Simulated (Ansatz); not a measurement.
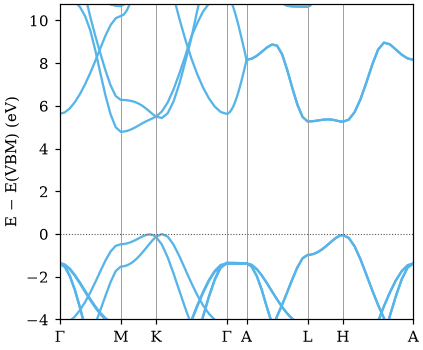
Figure: Band structure from r²SCAN+D4 in the plane-wave PAW code Ansatz

Q: Read off the gap and where the band edges lie.

A: About 4.8 eV (4.79 eV by a search for the band edges); maximum on the K–Γ line, 9 % of the way from K, minimum at M.

The material is BN in space group P6_3/mmc (No. 194; B on 2c, N on 2d).

The r²SCAN+D4 relaxation kept the symmetry of its start; phonons on a q-mesh show no instability.

Potentials: the later of the program's two PAW sets.
